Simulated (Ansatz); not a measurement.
Consider this structure, Ga2O.

```cif
data_structure
_symmetry_space_group_name_H-M 'Fm-3m'
_symmetry_Int_Tables_number 225
_cell_length_a 5.9617
_cell_length_b 5.9617
_cell_length_c 5.9617
_cell_angle_alpha 90.000
_cell_angle_beta 90.000
_cell_angle_gamma 90.000
_cell_volume 211.89
loop_
_atom_site_label
_atom_site_type_symbol
_atom_site_symmetry_multiplicity
_atom_site_Wyckoff_symbol
_atom_site_fract_x
_atom_site_fract_y
_atom_site_fract_z
_atom_site_occupancy
Ga1 Ga 8 c 0.25000 0.75000 0.75000 1
O1 O 4 a 0.00000 0.00000 0.00000 1
```

Structure used: the geometry relaxed with DFT PBE, scalar-relativistic, plane waves, PAW in Ansatz 0.2.0; the starting structure was generated, so it need not be a known form of this composition.

Predict the first 5 clear peaks of the neutron G(r) with σ = 0.08 Å, and name the atom pairs.

Answer. 1. 2.58 Å: Ga–O at 2.58 Å
2. 2.98 Å: Ga–Ga at 2.98 Å
3. 4.22 Å: Ga–Ga at 4.22 Å; O–O at 4.22 Å
4. 4.94 Å: Ga–O at 4.94 Å
5. 5.96 Å: Ga–Ga at 5.96 Å; O–O at 5.96 Å

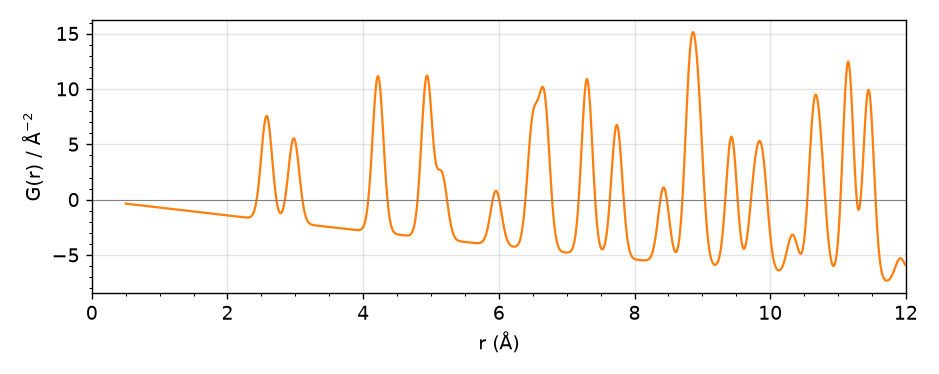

Simulated neutron pair distribution function, G(r) = R(r)/r − 4πρ₀r, summed over the atomic distances of the structure with each pair weighted by the product of the tabulated coherent neutron scattering lengths (natural isotope mix where the element has one); every distance is a Gaussian of σ = 0.08 Å, damped by exp(−(Q_damp r)²/2) with Q_damp = 0.040 Å⁻¹.
